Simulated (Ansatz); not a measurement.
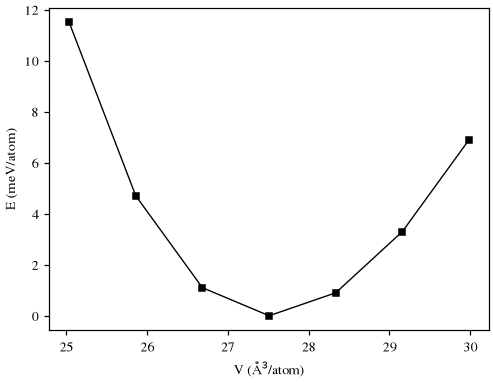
Fig. 1. Se (trigonal Se type, P3_121) under volume change, plane-wave PAW r²SCAN+D4 (Ansatz code), shape and atoms relaxed at each volume.

Q: What does a third-order Birch–Murnaghan fit give for V₀, B₀ and B′?

A: V₀ = 27.50 Å³/atom, B₀ = 12.7 GPa, B′ = 7.8.

The cell was relaxed with r²SCAN+D4 under the symmetry of its start; of distortions, only those at the zone centre were tested.

Potentials: the later of the program's two PAW sets.
